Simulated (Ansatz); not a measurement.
Energy landscape of H₃Si (cation, charge +1), singlet: umbrella (inversion) coordinate, bond length relaxed. Scanned: angle between the Si-H bonds and the threefold axis (90 = planar). Other coordinates (Si-H bond length) were minimised at B3LYP/def2-TZVP.

RKS-PBE/cc-pVDZ = Ansatz (a program for electronic structure) with restricted PBE/cc-pVDZ; CCSD(T)/cc-pVDZ = Ansatz with CCSD(T) on RHF/cc-pVDZ, frozen core; RKS-B3LYP/cc-pVDZ = restricted B3LYP/cc-pVDZ in Ansatz; CCSDT(Q)/cc-pVDZ = CCSDT(Q) on RHF/cc-pVDZ, frozen core run with Ansatz; FCI/cc-pVDZ = full CI/cc-pVDZ, frozen core run with Ansatz.

Cost and accuracy over the 15 points of the scan, with FCI/cc-pVDZ as yardstick. Costs are rough ratios of core time within Ansatz on shared cores, each with its mean field (Kohn-Sham runs search longer for lower solutions than correlated ones do); the miss is the largest error against full CI of the profile after the mean shift, in kJ/mol.

### Question
Which is the cheapest of these levels that stays within 3.9 kJ/mol of FCI/cc-pVDZ?

### Answer
CCSD(T)/cc-pVDZ.

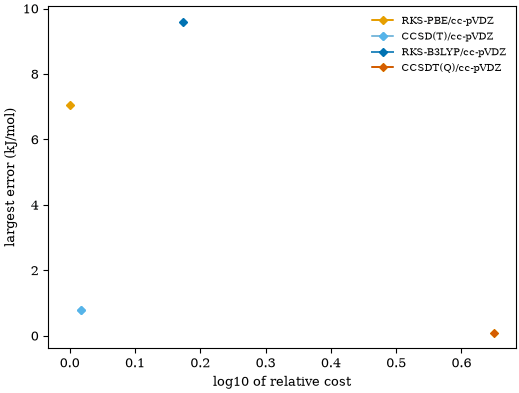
Miss against cost, one point a level.

```csv
level,relative cost,largest error
RKS-PBE/cc-pVDZ,1,7.0
CCSD(T)/cc-pVDZ,1,0.8
RKS-B3LYP/cc-pVDZ,1,9.6
CCSDT(Q)/cc-pVDZ,4,0.1
```

Costs within a factor of two of each other count as equal.
